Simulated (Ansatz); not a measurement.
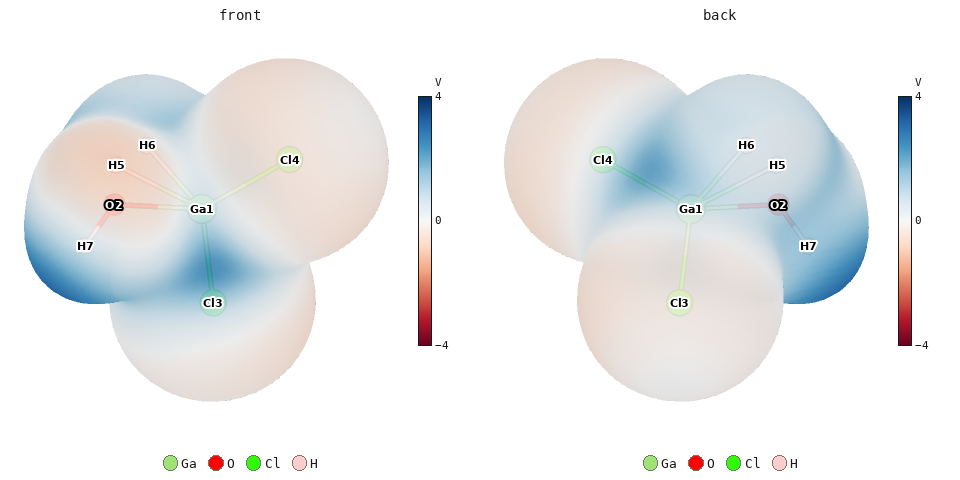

Cl2GaH3O. The electrostatic potential painted on the density surface at 0.002 e/bohr³, seen from the front and from behind; red is negative and blue positive.

A transition-state structure; geometry: PBE0-D4/def2-TZVP.

Theory: RKS PBE0-D4/def2-TZVPP (Ansatz).

```xyz
7

Ga   -0.6063    0.3004    0.0631
O     1.2911    0.1659   -0.1468
Cl   -1.6834   -0.1794   -1.7112
Cl   -1.2902    1.7729    1.4260
H     0.7505   -0.8494    0.4911
H    -0.0783   -1.2048    0.9151
H     1.6165   -0.0057   -1.0373
```

### Which sites attract a positive test charge, and which a negative one?

A positive charge is drawn to the negative regions and a negative charge to the positive ones. The most negative region (about −0.9 V, or −21 kcal/mol for a unit charge) lies over O2, the most positive (about +3.0 V, or +69 kcal/mol for a unit charge) over H7.
